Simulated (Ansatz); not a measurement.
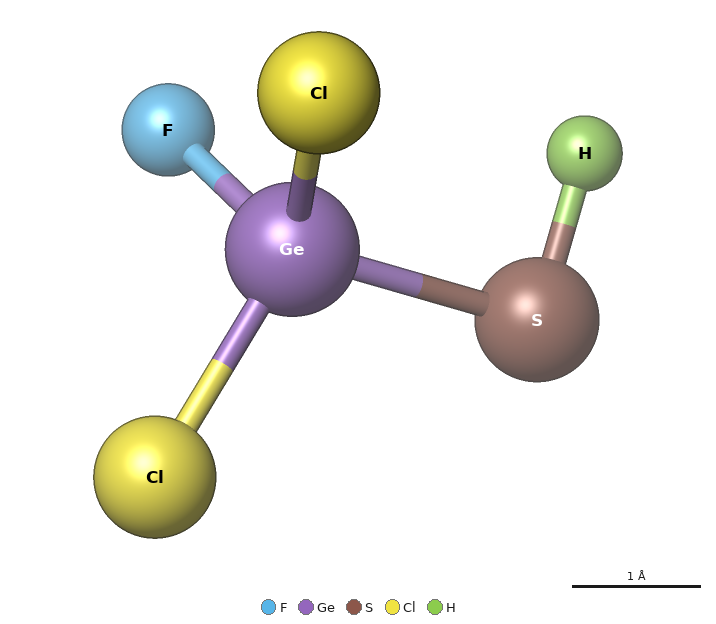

Depth is shown by fading: the farther an atom, the more it takes the colour of the background. The computed structure is the end point of a PBE-D4/def2-SVP optimisation. No frequency run is at hand to confirm it as a minimum. Masses are those of the most abundant isotopes; constants are for the rigid equilibrium geometry.

What kind of rotor is it, and what are its rotational constants in GHz?

An asymmetric top (C1): A = 1.62, B = 1.57, C = 1.15 GHz. Ray's parameter κ is 0.77, nearer the oblate limit.
